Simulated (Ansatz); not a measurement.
## Tc of CoSn (P6/mmm) from its phonons

Wanted: λ, ω_log and Tc of CoSn (P6/mmm). The cell shown first is a relaxed one, from steps not shown here.

Method: DFT PBE, scalar-relativistic, plane waves, PAW; PAW set soft_1, in Ansatz 0.2.0.

### 1. The cell after earlier relaxation steps

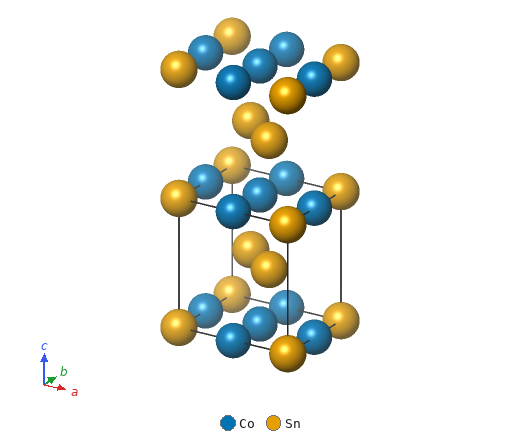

The starting structure, seen slightly off an axis (cobalt blue, tin orange). 1×1×2 cells are drawn. Some periodic images of atoms are drawn too.

### 2. Coupling and resistivity: q 3×3×2, k 6×6×6, scattering 8×8×8

The run that gives the couplings also evaluates McMillan's and Allen and Dynes's formulas and, where asked, the Eliashberg equations, over a range of μ*.

File input.yaml:

```yaml
crystal:
  lattice:
    - [5.296134903, 0.0, 0.0]
    - [-2.6480674515, 4.5865873679, 0.0]
    - [0.0, 0.0, 4.2312606118]
  atoms:
    - { symbol: Co, position: [0.0, 0.5, 0.0] }
    - { symbol: Co, position: [0.5, 0.5, 0.0] }
    - { symbol: Co, position: [0.5, 0.0, 0.0] }
    - { symbol: Sn, position: [0.6666666667, 0.3333333333, 0.5] }
    - { symbol: Sn, position: [0.3333333333, 0.6666666667, 0.5] }
    - { symbol: Sn, position: [0.0, 0.0, 0.0] }
kpoints:
  mp_grid: { grid: [6, 6, 6] }
hamiltonian:
  xc: pbe
  pseudopotentials: { kind: paw, azcp: { folder: soft_1 } }
scf:
  occupations: { method: methfessel_paxton, width: 0.2 }
output:
  eigenvalues: true
phonons:
  method: dfpt
  qmesh: [3, 3, 2]
  temperatures: { t_max: 1000, t_step: 50 }
  qpath:
    path:
      - [[0.0, 0.0, 0.0], [0.5, 0.0, 0.0], [0.33333333, 0.33333333, 0.0], [0.0, 0.0, 0.0], [0.0, 0.0, 0.5], [0.5, 0.0, 0.5], [0.33333333, 0.33333333, 0.5], [0.0, 0.0, 0.5]]
      - [[0.5, 0.0, 0.5], [0.5, 0.0, 0.0]]
      - [[0.33333333, 0.33333333, 0.5], [0.33333333, 0.33333333, 0.0]]
    npoints: 10
  electrical_resistivity:
    mesh: [8, 8, 8]
    temperatures: [20.0, 50.0, 80.0, 100.0, 150.0, 200.0, 273.0, 300.0, 400.0, 500.0, 600.0, 800.0]
  superconductivity: { mesh: [8, 8, 8] }
```

On the command line:

```console
ansatz run input.yaml --threads 4 --pin off --max-ram 20480MiB --backend cpu --events-out ev --progress --plain --runs-dir out
```

Numbers of over 12 decimals in the logs are rounded to 6 here.

The log of the run:

```text
Engine: ansatz 0.2.0, aarch64-unknown-linux-gnu
Pseudopotentials: kind: paw
Pseudopotential: Co, paw, valence charge 17, recommended cutoff 420 eV (normal), soft_1/Co.paw.azcp
Pseudopotential: Sn, paw, valence charge 14, recommended cutoff 420 eV (normal), soft_1/Sn.paw.azcp
Functional definition: PBE
  parameter kappa = 0.804
  parameter beta = 0.066725
  exchange = pbe_x(kappa = kappa, mu = beta*pi^2/3)
  correlation = pbe_c(beta = beta)
Crystal: 6 atoms, lattice volume = 102.782 Å³
Basis set: ecut = 420 eV, 2025 PW (Γ), exchange–correlation on 72×72×60 points (8 copies of the dense FFT grid, shifted against one another)
Bands: 56, of which v1, the nominal top of the filled ones, is band 47 counted from 1 (46 counted from 0)
Symmetry: 24 space group operations
k-points: 28 of 216
Non-local potential: Co, projectors of the file, l = 0: 3, l = 1: 2, l = 2: 3, l = 3: 1
Non-local potential: Sn, projectors of the file, l = 0: 2, l = 1: 2, l = 2: 2, l = 3: 1
PAW form: soft (Blöchl's): semilocal exchange-correlation on the pseudo side does not see the compensation charge
PAW one-centre angular grid: Co, 590 points (default); XC on 64 Gauss nodes
PAW one-centre angular grid: Sn, 590 points (default); XC on 64 Gauss nodes
Initial density: superposition of atomic densities (chi_scale 0.1, normalization cell, long waves kept (reshape's long-wave potential 0.00 eV rms))
Initial wavefunctions: pseudopotential atomic-orbital guess
Functional: x = pbe(κ = 0.804, μ = 0.219515), c = pbe(β = 0.066725)
SCF iter   1: F=—  HF=-33459.951061 eV  |F-HF|=—  |Δ(HF+E_count)|=         —  Δρ=2.45e-1  dr2=6.69e1  ethr=3.10e-3  ⟨swp⟩=6.6  Hψ=5851  notcnv=0
preconditioner: auto → Kerker (q_TF=auto, 2.683 Å⁻¹)  [metal: Δε(μ)=0.003 eV  Ē_g=13.790 eV  σ=0.200 eV  W_gap=0.01  n_scr=26 (ndim 8)  ℏωp=30.4 eV  f_vac=0.000  D(μ)=4.94/eV (n_scr^D=44)]
SCF iter   2: F=—  HF=-33454.946454 eV  |F-HF|=—  |Δ(HF+E_count)|=    5.00e0  S|Δr|=    0.00e0  Δρ=9.33e-2  dr2=1.65e1  ethr=3.10e-3  ⟨swp⟩=3.0  Hψ=2607  notcnv=0  defer=76
SCF iter   3: F=—  HF=-33452.353395 eV  |F-HF|=—  |Δ(HF+E_count)|=    2.59e0  S|Δr|=    0.00e0  Δρ=3.62e-2  dr2=3.14e0  ethr=3.10e-3  ⟨swp⟩=2.7  Hψ=2530  notcnv=0  defer=66
SCF iter   4: F=—  HF=-33451.887312 eV  |F-HF|=—  |Δ(HF+E_count)|=   4.66e-1  S|Δr|=    0.00e0  Δρ=1.29e-2  dr2=2.40e-1  ethr=3.10e-3  ⟨swp⟩=2.2  Hψ=2012  notcnv=0  defer=59
SCF iter   5: F=—  HF=-33451.829387 eV  |F-HF|=—  |Δ(HF+E_count)|=   5.79e-2  S|Δr|=    0.00e0  Δρ=5.93e-3  dr2=3.83e-2  ethr=2.58e-4  ⟨swp⟩=2.1  Hψ=1923  notcnv=0  defer=59
SCF iter   6: F=—  HF=-33451.822883 eV  |F-HF|=—  |Δ(HF+E_count)|=   6.50e-3  S|Δr|=    0.00e0  Δρ=2.04e-3  dr2=6.82e-3  ethr=4.12e-5  ⟨swp⟩=2.9  Hψ=3005  notcnv=0  defer=59
SCF iter   7: F=—  HF=-33451.822462 eV  |F-HF|=—  |Δ(HF+E_count)|=   4.21e-4  S|Δr|=    0.00e0  Δρ=1.02e-3  dr2=1.62e-3  ethr=7.34e-6  ⟨swp⟩=2.0  Hψ=1898  notcnv=0  defer=59
SCF iter   8: F=—  HF=-33451.822784 eV  |F-HF|=—  |Δ(HF+E_count)|=   3.22e-4  S|Δr|=    0.00e0  Δρ=4.19e-4  dr2=1.46e-4  ethr=1.74e-6  ⟨swp⟩=2.0  Hψ=1944  notcnv=0  defer=59
SCF iter   9: F=—  HF=-33451.822785 eV  |F-HF|=—  |Δ(HF+E_count)|=   7.62e-7  S|Δr|=    0.00e0  Δρ=1.59e-4  dr2=2.46e-5  ethr=1.57e-7  ⟨swp⟩=2.0  Hψ=2492  notcnv=0  defer=59
SCF iter  10: F=—  HF=-33451.822786 eV  |F-HF|=—  |Δ(HF+E_count)|=   8.59e-7  S|Δr|=    0.00e0  Δρ=3.87e-5  dr2=1.23e-6  ethr=2.65e-8  ⟨swp⟩=2.0  Hψ=2037  notcnv=0  defer=59
[...]
SCF 1 converged in 16 iterations: F = -33451.822781 eV  dr2 = 9.89e-12
  greatest PAW one-centre occupation: 1.001 electrons in one spin orbital (limit 2), on the Co atom at site 1 (counted from 0), in its partial waves of l = 1
phonons: the bands overlap, so this run is a metal and interpolates without the dipole-dipole term. If the crystal is really an insulator or semiconductor, its LO-TO splitting is missing
NSCF: frozen V_eff on 28 k-points
WARN: eigensolver did not converge (k=27): 1 band(s) unlocked after 20 sweeps at ethr=3.43e-12 eV (storage-precision floor; scheduled 1.00e-12 eV) (lowest unlocked band 55, counted from 0; max residual 2.18e-4 eV among the unlocked bands, 2.18e-4 eV over every band; other slots of this pass that fall short are told together in one closing line; warning suppressed until the next SCF loop or pass starts)
NSCF: frozen V_eff on 80 k-points
DFPT response loops at q = (0, 0, 0) (fractional): preconditioner auto → Kerker (q_TF=auto, 2.683 Å⁻¹) (partly filled bands, converged f_vac=0.023); β = 1.00, the filter's whole step (`scf.mixing.beta` (0.50) is not read by the response loops under this deck's `scf.mixing.preconditioner`; to damp them name `kerker` or `kerker_dos`, under which they read `scf.mixing.beta`, and type it under 1.00, their step now; both keys bind the ground state too); Broyden in place of MSR1
NSCF: frozen V_eff on 160 k-points
DFPT response loops at q = (0, 0, -0.5) (fractional): mixed as the last ones told, above
NSCF: frozen V_eff on 288 k-points
DFPT response loops at q = (0, 0.333333, 0) (fractional): mixed as the last ones told, above
NSCF: frozen V_eff on 288 k-points
DFPT response loops at q = (0, 0.333333, -0.5) (fractional): mixed as the last ones told, above
NSCF: frozen V_eff on 288 k-points
DFPT response loops at q = (0.333333, 0.333333, 0) (fractional): mixed as the last ones told, above
NSCF: frozen V_eff on 288 k-points
DFPT response loops at q = (0.333333, 0.333333, -0.5) (fractional): mixed as the last ones told, above
[...]
SCF iter   7: F=—  HF=-33451.822462 eV  |F-HF|=—  |Δ(HF+E_count)|=   4.21e-4  S|Δr|=    0.00e0  Δρ=1.02e-3  dr2=1.62e-3  ethr=7.34e-6  ⟨swp⟩=2.0  Hψ=1898  notcnv=0  defer=59
SCF iter   8: F=—  HF=-33451.822784 eV  |F-HF|=—  |Δ(HF+E_count)|=   3.22e-4  S|Δr|=    0.00e0  Δρ=4.19e-4  dr2=1.46e-4  ethr=1.74e-6  ⟨swp⟩=2.0  Hψ=1944  notcnv=0  defer=59
SCF iter   9: F=—  HF=-33451.822785 eV  |F-HF|=—  |Δ(HF+E_count)|=   7.62e-7  S|Δr|=    0.00e0  Δρ=1.59e-4  dr2=2.46e-5  ethr=1.57e-7  ⟨swp⟩=2.0  Hψ=2492  notcnv=0  defer=59
SCF iter  10: F=—  HF=-33451.822786 eV  |F-HF|=—  |Δ(HF+E_count)|=   8.59e-7  S|Δr|=    0.00e0  Δρ=3.87e-5  dr2=1.23e-6  ethr=2.65e-8  ⟨swp⟩=2.0  Hψ=2037  notcnv=0  defer=59
SCF iter  11: F=—  HF=-33451.822781 eV  |F-HF|=—  |Δ(HF+E_count)|=   4.94e-6  S|Δr|=    0.00e0  Δρ=1.90e-5  dr2=3.68e-7  ethr=1.33e-9  ⟨swp⟩=2.0  Hψ=2455  notcnv=0  defer=59
SCF iter  12: F=—  HF=-33451.822781 eV  |F-HF|=—  |Δ(HF+E_count)|=   3.05e-8  S|Δr|=    0.00e0  Δρ=4.52e-6  dr2=3.87e-8  ethr=3.95e-10  ⟨swp⟩=2.0  Hψ=2043  notcnv=0  defer=59
[...]
mean free path at 20 K (of a tensor a third of its trace): 21140 nm by what each carries, 14542 by the Fermi surface alone
  Hall coefficient in a weak field at 20 K (a third of the trace): -2.497e-10 m³/C (as a tensor it moves by 15.3 % between the two finest meshes); by each state's relaxation time: -1.945e-10 m³/C; by a constant relaxation time: -1.195e-10 m³/C
  mean free path at 50 K (of a tensor a third of its trace): 367 nm by what each carries, 272 by the Fermi surface alone
  Hall coefficient in a weak field at 50 K (a third of the trace): -1.701e-10 m³/C (as a tensor it moves by 19.6 % between the two finest meshes); by each state's relaxation time: -1.510e-10 m³/C; by a constant relaxation time: -1.177e-10 m³/C
  mean free path at 80 K (of a tensor a third of its trace): 102 nm by what each carries, 82.7 by the Fermi surface alone
  Hall coefficient in a weak field at 80 K (a third of the trace): -1.484e-10 m³/C (as a tensor it moves by 20.6 % between the two finest meshes); by each state's relaxation time: -1.372e-10 m³/C; by a constant relaxation time: -1.165e-10 m³/C
  mean free path at 100 K (of a tensor a third of its trace): 65.2 nm by what each carries, 54.2 by the Fermi surface alone
  Hall coefficient in a weak field at 100 K (a third of the trace): -1.411e-10 m³/C (as a tensor it moves by 21.5 % between the two finest meshes); by each state's relaxation time: -1.329e-10 m³/C; by a constant relaxation time: -1.159e-10 m³/C
  mean free path at 150 K (of a tensor a third of its trace): 34.4 nm by what each carries, 29.2 by the Fermi surface alone
  Hall coefficient in a weak field at 150 K (a third of the trace): -1.335e-10 m³/C (as a tensor it moves by 22.8 % between the two finest meshes); by each state's relaxation time: -1.276e-10 m³/C; by a constant relaxation time: -1.150e-10 m³/C
  mean free path at 200 K (of a tensor a third of its trace): 23.8 nm by what each carries, 20.3 by the Fermi surface alone
  Hall coefficient in a weak field at 200 K (a third of the trace): -1.308e-10 m³/C (as a tensor it moves by 23.3 % between the two finest meshes); by each state's relaxation time: -1.253e-10 m³/C; by a constant relaxation time: -1.148e-10 m³/C
  mean free path at 273 K (of a tensor a third of its trace): 16.6 nm by what each carries, 14.2 by the Fermi surface alone
  Hall coefficient in a weak field at 273 K (a third of the trace): -1.280e-10 m³/C (as a tensor it moves by 23.7 % between the two finest meshes); by each state's relaxation time: -1.228e-10 m³/C; by a constant relaxation time: -1.147e-10 m³/C
  mean free path at 300 K (of a tensor a third of its trace): 14.9 nm by what each carries, 12.8 by the Fermi surface alone
  Hall coefficient in a weak field at 300 K (a third of the trace): -1.267e-10 m³/C (as a tensor it moves by 23.7 % between the two finest meshes); by each state's relaxation time: -1.216e-10 m³/C; by a constant relaxation time: -1.144e-10 m³/C
  mean free path at 400 K (of a tensor a third of its trace): 10.9 nm by what each carries, 9.34 by the Fermi surface alone
  Hall coefficient in a weak field at 400 K (a third of the trace): -1.202e-10 m³/C (as a tensor it moves by 23.9 % between the two finest meshes); by each state's relaxation time: -1.156e-10 m³/C; by a constant relaxation time: -1.123e-10 m³/C
  mean free path at 500 K (of a tensor a third of its trace): 8.64 nm by what each carries, 7.37 by the Fermi surface alone
  Hall coefficient in a weak field at 500 K (a third of the trace): -1.113e-10 m³/C (as a tensor it moves by 23.9 % between the two finest meshes); by each state's relaxation time: -1.075e-10 m³/C; by a constant relaxation time: -1.083e-10 m³/C
  mean free path at 600 K (of a tensor a third of its trace): 7.14 nm by what each carries, 6.09 by the Fermi surface alone
  Hall coefficient in a weak field at 600 K (a third of the trace): -1.010e-10 m³/C (as a tensor it moves by 23.8 % between the two finest meshes); by each state's relaxation time: -9.821e-11 m³/C; by a constant relaxation time: -1.032e-10 m³/C
  mean free path at 800 K (of a tensor a third of its trace): 5.28 nm by what each carries, 4.51 by the Fermi surface alone
  Hall coefficient in a weak field at 800 K (a third of the trace): -7.919e-11 m³/C (as a tensor it moves by 23.7 % between the two finest meshes); by each state's relaxation time: -7.858e-11 m³/C; by a constant relaxation time: -9.136e-11 m³/C
  the resistivity times a path that all electrons share, by the Fermi surface of the deck's mesh alone (a third of the trace): 4.526e-15 Ω·m²
  not converged in the mesh (λ; the resistivity at 20 K by 14.27 %; the resistivity at 150 K by 2.35 %; the resistivity at 200 K by 2.62 %; the resistivity at 273 K by 2.68 %; the resistivity at 300 K by 2.78 %; the resistivity at 400 K by 3.03 %; the resistivity at 500 K by 2.87 %; the resistivity at 600 K by 2.30 %; the resistivity at 800 K by 2.58 %): between neighbouring meshes, the two finest first, λ moves by 2.74 %, λ_tr by 0.72 % and the resistivity by up to 14.27 %; an estimate, no bound, puts it up to 7.7e-7 % above the Boltzmann equation's exact value after up to 5 iterations (at most 30 are made, fewer where the estimate is under 1.0e-6 % of each spin channel's own resistivity)
  vibrations of 18 cells: unjudged by the run; compare a larger repeat
  the changes of the potential over all sites missed a rigid shift's by 0.00 % (the site terms' by 0.00 %)
  at the force constants' own smearing the fine mesh and the k-points of their solves give squared frequencies that differ by 28.4 % of the larger at the most, at (0, 0, 0)
--- Superconductivity: potentials and phonons of a 3×3×2 supercell ---
           mesh         λ    ħω_log (meV)  μ* declared at (meV)
          8×8×8    0.1571          16.264               18.521
          4×4×4    0.1528          15.915               18.351
  λ by the species' shares of the modes' patterns: Co 0.0756, Sn 0.0815
  with the Fermi level up to 35.1 meV (the hardest mode) off, states and modes as they are: density of states 1.2339 to 1.3698 /eV of one spin and cell, λ 0.1507 to 0.1611
  transition temperature on the deck's mesh (K), isotropic and anisotropic, restricted to the Fermi surface (FSR) and over the full bandwidth (FBW), and the last with the density of states resolved in a narrower window:
        μ*   McMillan   Allen–Dynes      iso. FSR      iso. FBW    aniso. FSR    aniso. FBW  narrow window
      0.08      0.000         0.000    none_found    none_found    none_found    none_found     none_found
      0.10      0.000         0.000    none_found    none_found    none_found    none_found     none_found
      0.12      0.000         0.000    none_found    none_found    none_found    none_found     none_found
      0.13      0.000         0.000    none_found    none_found    none_found    none_found     none_found
      0.14      0.000         0.000    none_found    none_found    none_found    none_found     none_found
      0.16          -             -    none_found    none_found    none_found    none_found     none_found
      0.20          -             -    none_found    none_found    none_found    none_found     none_found
  none_found: no transition down to 0.1 K
  isotope coefficients −∂ln Tc/∂ln M under μ* = 0.13, the force constants as they are, of the isotropic transitions restricted to the Fermi surface and over the full bandwidth: Co - and -, Sn - and -
  not converged in the mesh (λ): between neighbouring meshes, the two finest first, λ moves by 2.74 % and the anisotropic transition temperature over the full bandwidth at μ* = 0.13 by nothing (neither mesh has one); converged means that the two finest part by at most 2.00 % and 5.00 %
  vibrations of 18 cells: unjudged by the run; compare a larger repeat
  the changes of the potential over all sites missed a rigid shift's by 0.00 % (the site terms' by 0.00 %)
  at the force constants' own smearing the fine mesh and the k-points of their solves give squared frequencies that differ by 28.4 % of the larger at the most, at (0, 0, 0)
[key lines of the parts left out:]
SCF converged after 16 iterations
Free energy (F): -33451.822781 eV
Fermi energy:    14.642786 eV
```

Run time: 19 min. Hardware: 4 threads of Arm Neoverse V2, shared host; peak memory 3.6 GiB; 72 min of CPU time.

Reading the cycles: dr2 is the Hartree energy of the density residual (eV), the measure of convergence; HF is the Harris–Foulkes estimate of the energy, which meets the free energy F at convergence.

This run has no spin polarisation, although Co can carry a moment.

This step gave:

- volume per atom: 17.13 Å³/atom
- metallic on mesh: yes
- gap on the k-mesh: 0 eV
- zero point energy: 0.1721 eV/cell
- share of modes beyond 3i cm⁻¹ on the dense interpolated mesh: 0
- highest frequency: 281.8 cm⁻¹
- Debye temperature (second moment): 306 K
- resistivity at 300 K: 37.64 μΩ cm, mean of the axes
- electron-phonon coupling constant: 0.1571
- density of states at the Fermi level: 1.296 states/eV a spin and cell
- logarithmic mean frequency weighted by the coupling: 16.26 meV
- transport coupling constant λ_tr: 0.1738, 0.1738, 0.1627 (xx, yy, zz)
- Drude plasma energy: 1.847, 1.847, 6.268 eV (xx, yy, zz)
- resistivity times mean free path: 64.5, 64.5, 6.761 × 10⁻¹⁶ Ω m² (xx, yy, zz)
- second-moment phonon energy ħω₂: 18.52 meV

An empty cell: under 1 mK by a formula, or no transition down to the floor of the Eliashberg search. Transition temperatures:

| μ* | McMillan Tc (K) | Allen–Dynes Tc (K) |
| --- | --- | --- |
| 0.08 | - | - |
| 0.1 | - | - |
| 0.12 | - | - |
| 0.13 | - | - |
| 0.14 | - | - |
| 0.16 | - | - |
| 0.2 | - | - |

(Part 1 of 2 ends here.)

[Logs are printed without paths, hosts, clocks, repeated set-up lines and the standing remarks that a program may print on its own settings, such as how far it seeks lower states.]

[Hosts, paths, dates, database ids (printed as entryN), source tags and the programs' standing remarks are cut or masked in the printed files.]
